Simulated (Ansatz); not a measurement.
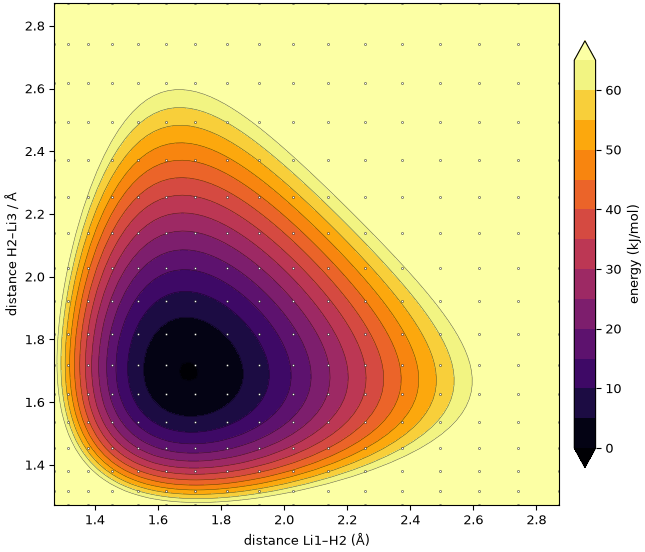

The system Li⁺ + HLi. The first coordinate is: distance Li1–H2; the second: distance H2–Li3. Nothing is relaxed (the angle Li1–H2–Li3 is fixed at 120 degrees). The scan uses a 17 × 17 grid; 153 points were computed and 136 follow by symmetry. Energies: kJ/mol, counted from the lowest grid point. The reference is spin-restricted, so regions where a bond is pulled apart into radicals are unreliable. Level of theory: RHF-CCSD(T), frozen core/def2-TZVPD (Ansatz 0.2.0).

Drawn: filled contours, dots at the grid points, one colour for all values above the top of the scale. Between grid points the surface is interpolated.

Question: Where is the minimum, and how stiff is the well along each coordinate?

Answer: The interpolated minimum is at distance Li1–H2 ≈ 1.697 Å, distance H2–Li3 ≈ 1.697 Å. The curvatures there are about 4.4 eV/Å² and 4.4 eV/Å², with a cross term of about 0.2 eV/Å². Round the minimum the contours are nearly round: the two directions are equally stiff and uncoupled. (1 eV is 96.5 kJ/mol.)
